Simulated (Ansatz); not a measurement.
# CH$_{3}$ClO$_{2}$SW: what the fields show

The calculation's input:

```
crystal:
  periodic: [false, false, false]
  atoms:
    - {symbol: C, position_ang: [0.320390, -1.261156, 0.963785]}
    - {symbol: O, position_ang: [-0.447189, -0.220316, 0.403501]}
    - {symbol: W, position_ang: [-0.431316, 1.099310, -0.874692]}
    - {symbol: O, position_ang: [-1.648807, 0.775187, -2.010454]}
    - {symbol: S, position_ang: [1.452294, 1.050210, -1.867178]}
    - {symbol: Cl, position_ang: [-0.775744, 3.139535, 0.045890]}
    - {symbol: H, position_ang: [-0.103695, -2.219853, 0.659500]}
    - {symbol: H, position_ang: [1.357522, -1.188658, 0.628648]}
    - {symbol: H, position_ang: [0.276545, -1.174260, 2.050990]}
basis:
  gaussian: {orbitals: def2-TZVPP}
hamiltonian: {xc: pbe0, dispersion: d4}
output: {orbitals: {seedname: orbitals}}
```

Command:

```sh
ansatz run in.yaml --threads 4 --pin off --events-out ev --progress --plain --max-ram 11315MiB
```

Geometry: PBE0-D4/def2-TZVP; core potentials replace the inner electrons of W.

Method: RKS PBE0-D4/def2-TZVPP (Ansatz 0.2.0).

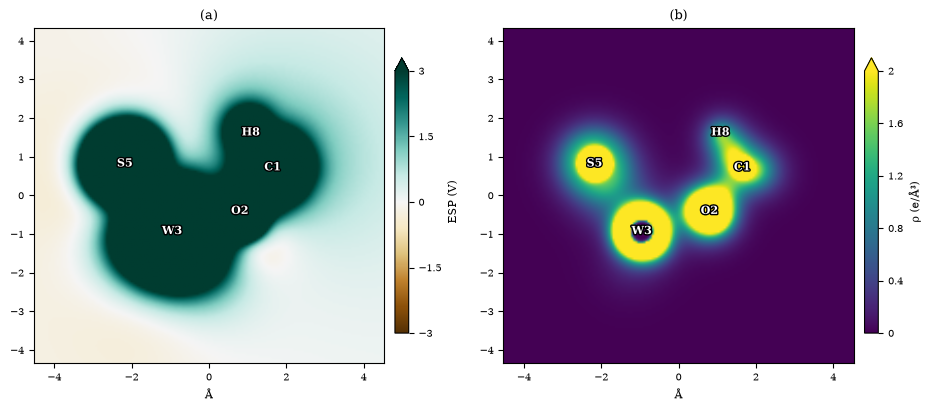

Figure 1. (a) molecular electrostatic potential; (b) electron density on the plane of atoms C1, O2 and W3.

Interpret the plot.

Answer. Atoms in the plane: C, O, W, S and H.
C–O (1.41 Å): ρ is about 2 e/Å³ halfway, with its minimum of 1.7 e/Å³ about 0.5 Å from C.
W–S (2.13 Å): the density is about 1.1 e/Å³ at the midpoint.
C–H (1.09 Å): the density is about 2.1 e/Å³ at the midpoint.
W–O (1.84 Å): the density is about 1.2 e/Å³ at the midpoint.
Outside the dense part of the molecule the potential is most negative (−0.3 V) near S5.

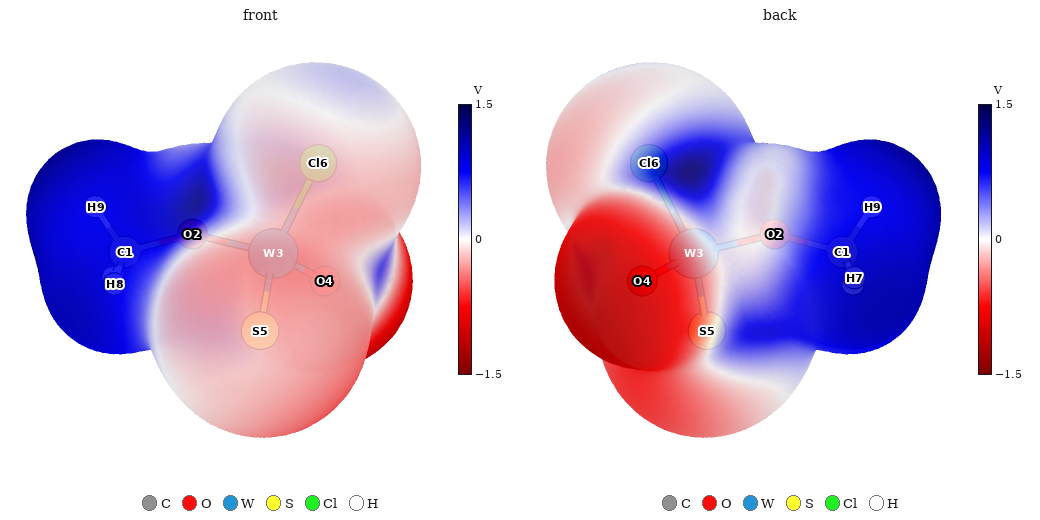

Figure 2. The electrostatic potential painted on the density surface at 0.001 e/bohr³, seen from the front and from behind; red is negative and blue positive.

Which sites attract a positive test charge, and which a negative one?

Answer. A positive charge is drawn to the negative regions and a negative charge to the positive ones. The most negative region (about −1.2 V) lies over O4, the most positive (about +1.2 V) over C1, W3 and H9. O4 is the likeliest acceptor of a hydrogen bond.

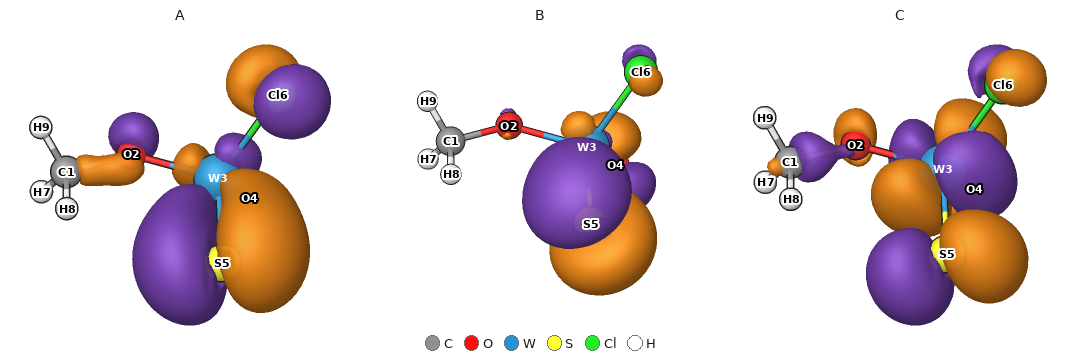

Figure 3. Three frontier orbitals at ±0.1 Å⁻³ᐟ² (orange and purple are the two phases), in no order.

Order the three orbitals by energy and name them.

Answer. A is the HOMO−1 (−8.43 eV). Its weight (Hirshfeld) is mainly on S5 (about 65 %), W3 (about 20 %) and Cl6 (about 10 %). B is the HOMO (−7.80 eV). By Hirshfeld shares it lies mainly on S5 (about 70 %), O4 (about 15 %) and W3 (about 10 %); largely a lone pair of S5. C is the LUMO (−2.56 eV). It lies mainly on W3 (about 50 %), S5 (about 35 %) and Cl6 (about 5 %).

What is the HOMO–LUMO gap?

Answer. 5.24 eV between the orbital energies.
